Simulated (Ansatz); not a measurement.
## CoO (rock salt), scan of one atom of the cell

Starting cell, CoO (rock salt):

```xyz
2
Lattice="0.0000 2.1239 2.1239 2.1239 0.0000 2.1239 2.1239 2.1239 0.0000" Properties=species:S:1:pos:R:3 pbc="T T T"
O      0.0000     0.0000     0.0000
Co     2.1239     2.1239     2.1239
```

In each cell atom 2 (Co, nearest neighbour O at 2.124 Å; its periodic images, 3.0 Å or more away, move with it) moves by s·(0.000, -1.000, 0.000) (towards the nearest neighbour), the rest being held.

Calculation: PBE (plane waves to 420 eV, PAW, scalar-relativistic; Ansatz, a program for electronic structure). k mesh 15×15×15 (Γ-centred), Fermi-Dirac smearing 0.05 eV. Energies are smeared free energies. Compression counts positive. With partly filled bands, energies and forces of such displacements shift with the k mesh and the smearing. CoO is run spin-polarised and with no Hubbard U; the real compound is an antiferromagnetic insulator, a state that this run doesn't describe. CoO was relaxed with its symmetry unable to fall. Relaxed CoO ends ferromagnetic. The magnetic order is the one the run started from; other orders were not tried. ΔE is measured from the undisplaced structure.

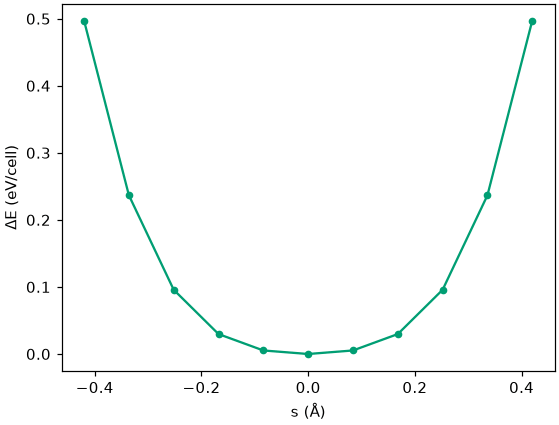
*ΔE (eV/cell) against s (Å); markers are the computed points, lines only join them.*

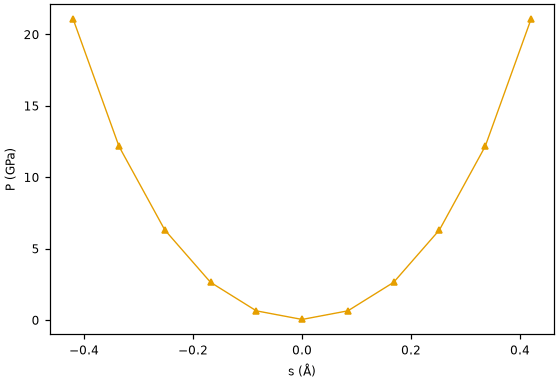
P (GPa) against s (Å); computed points joined by lines.

The energy at s = 0.420 Å is 497 meV/cell. The force along the line at s = -0.420 Å is 4.05 eV/Å. Shape of the curve: a single well with its minimum at or next to zero displacement. Symmetry of the curve: even: the same for both signs.

With its periodic images moving along, the atom's site symmetry in this cell is m-3m.

(A displaced cell: forces are minus the slopes of the energy, force constants its curvatures, and phonons follow from these.)
